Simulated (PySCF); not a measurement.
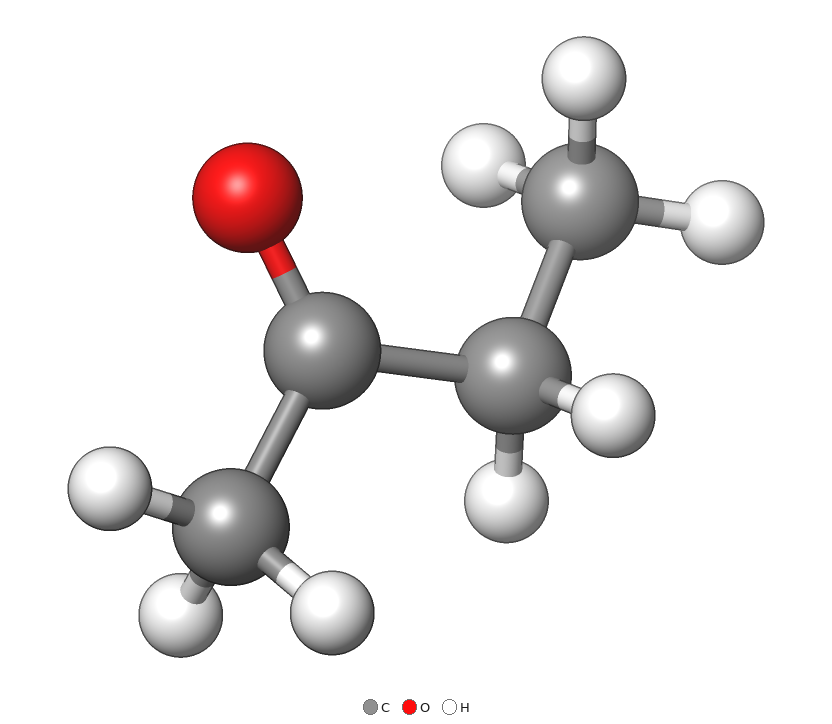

Ball-and-stick drawing of a structure.

Computed geometry: PBE0-D3(BJ)/def2-SVP optimisation. No frequency run is at hand to confirm it as a minimum.

Identify the structure.

It has 13 atoms: 4 carbon, 8 hydrogen and 1 oxygen (C₄H₈O). As SMILES it reads `CCC(C)=O`. It has no ring. Among its groups: ketone. The point group is C1. Coordination: 3 C tetrahedral; 1 C trigonal planar.

More results for the same structure follow; atom numbers are the same in all pictures, views and colours differ.

Shape

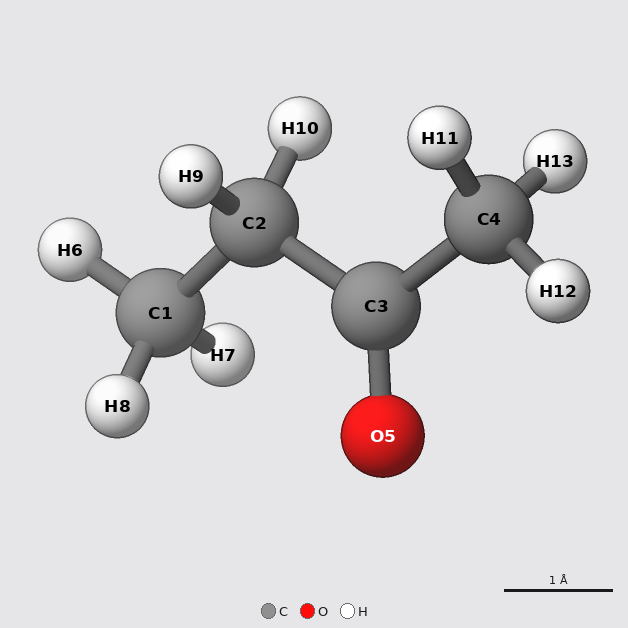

The atoms are numbered. No frequency run is at hand to confirm it as a minimum.

Which atoms are bonded, and how long are the bonds?

```json
{"bond": "C1–C2", "length (Å)": "1.515", "order": "single"}
{"bond": "C1–H6", "length (Å)": "1.100", "order": "single"}
{"bond": "C1–H7", "length (Å)": "1.100", "order": "single"}
{"bond": "C1–H8", "length (Å)": "1.099", "order": "single"}
{"bond": "C2–C3", "length (Å)": "1.515", "order": "single"}
{"bond": "C2–H9", "length (Å)": "1.106", "order": "single"}
{"bond": "C2–H10", "length (Å)": "1.104", "order": "single"}
{"bond": "C3–C4", "length (Å)": "1.510", "order": "single"}
{"bond": "C3–O5", "length (Å)": "1.207", "order": "double"}
{"bond": "C4–H11", "length (Å)": "1.100", "order": "single"}
{"bond": "C4–H12", "length (Å)": "1.097", "order": "single"}
{"bond": "C4–H13", "length (Å)": "1.102", "order": "single"}
```

Excitation

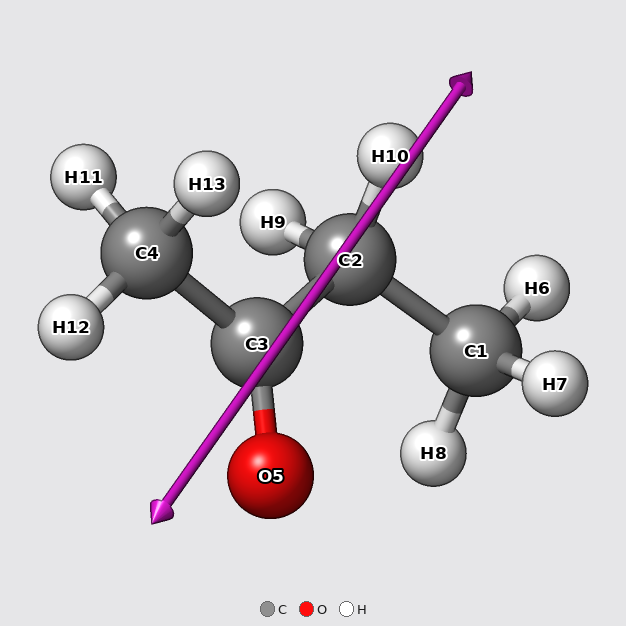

The double arrow shows the direction of the transition dipole to excited singlet state 4 (its length means nothing). No frequency run is at hand to confirm it as a minimum. Properties computed with TDDFT PBE0/def2-SVPD, vertical, IEF-PCM chloroform (non-equilibrium linear response), core orbitals frozen in the response (PySCF 2.14.0).

> Where does the transition lie, and how strong is it?

8.02 eV (155 nm), oscillator strength 0.068, mainly HOMO−1 → LUMO (weight 0.78); transition dipole 1.50 D.

Quadrupole coupling

No frequency run is at hand to confirm it as a minimum. Electric field gradients from the ground-state density, PBE0/pcSseg-1 in chloroform (IEF-PCM) (PySCF 2.14.0), non-relativistic apart from any core potentials.

Give the largest field-gradient component, the quadrupole coupling constant and the asymmetry for 17O at O5 (Q = −25.6 mb), 2H at H6 (Q = 2.86 mb), 2H at H7 (Q = 2.86 mb).

```csv
atom,V_zz (a.u.),e²qQ/h (MHz),η
O5,−1.959,11.78,0.44
H6,0.294,0.197,0.03
H7,0.294,0.197,0.04
```

Polarisability

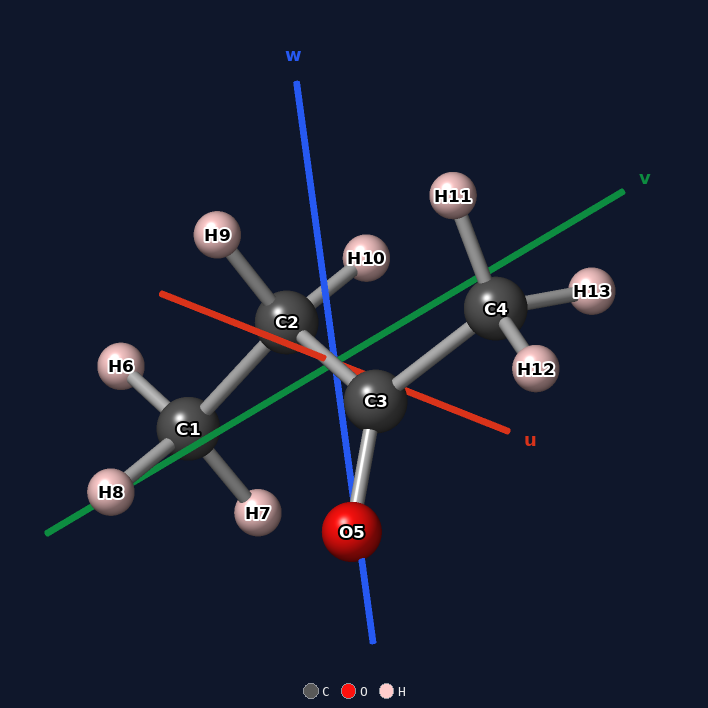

The lines u, v and w are the principal axes of the static dipole polarisability. No frequency run is at hand to confirm it as a minimum. Method: PBE0/def2-SVPD in cyclohexane (IEF-PCM) (PySCF 2.14.0).

> Along which axis is the molecule most polarisable, and along which least?

Most along v (nearly parallel to the C3–C4 bond), least along u.

> Give the three principal values.

u 48.5, v 66.5, w 62.0 bohr³; mean 59.0, anisotropy 16.2 bohr³.

Charges

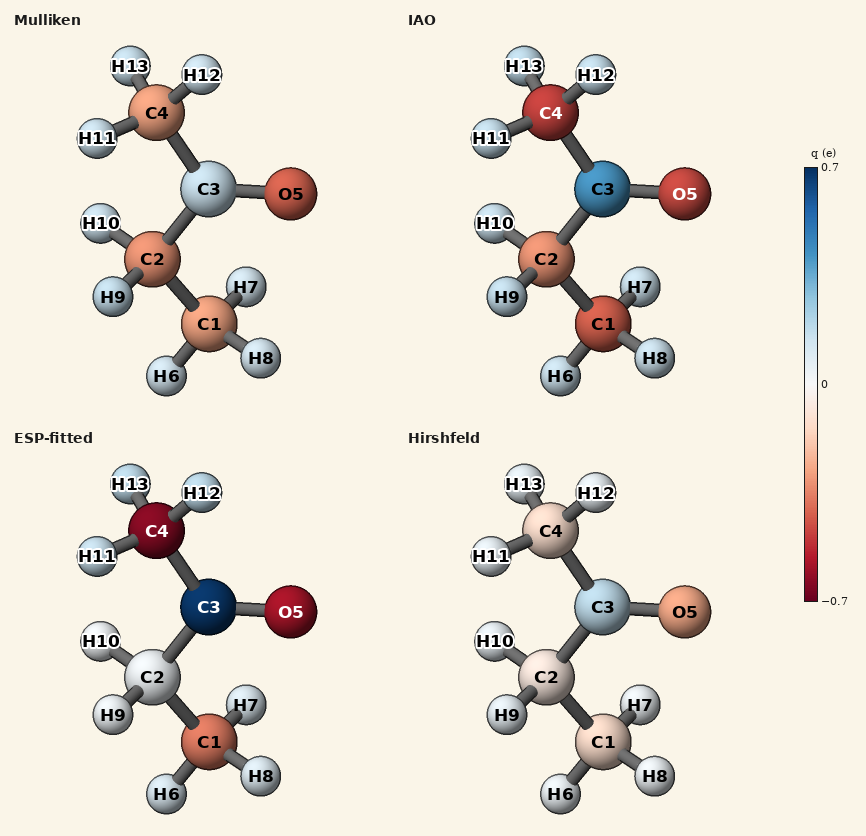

Atomic charges of one calculation by 4 schemes, on one colour scale. No frequency run is at hand to confirm it as a minimum. Method: PBE0/pcSseg-1 in chloroform (IEF-PCM) (PySCF 2.14.0).

> On which atom do the schemes disagree most?

On C3 (from 0.15 to 0.68 e); C4 (from −0.63 to −0.12 e).

List the charges (e), one line for each set of equivalent atoms.

```csv
atom,Mulliken,IAO,ESP-fitted,Hirshfeld
C1,−0.27,−0.41,−0.36,−0.12
C2,−0.31,−0.31,0.03,−0.07
C3,0.15,0.41,0.68,0.18
C4,−0.27,−0.47,−0.63,−0.12
O5,−0.41,−0.45,−0.57,−0.27
H6,0.12,0.14,0.10,0.04
H7,0.12,0.14,0.09,0.04
H8,0.12,0.15,0.09,0.04
H9,0.16,0.16,0.03,0.06
H10,0.15,0.15,0.02,0.05
H11,0.14,0.16,0.16,0.06
H12,0.14,0.16,0.18,0.05
H13,0.16,0.17,0.18,0.06
```

Mulliken values depend strongly on the basis set and can even reverse the polarity of a bond.
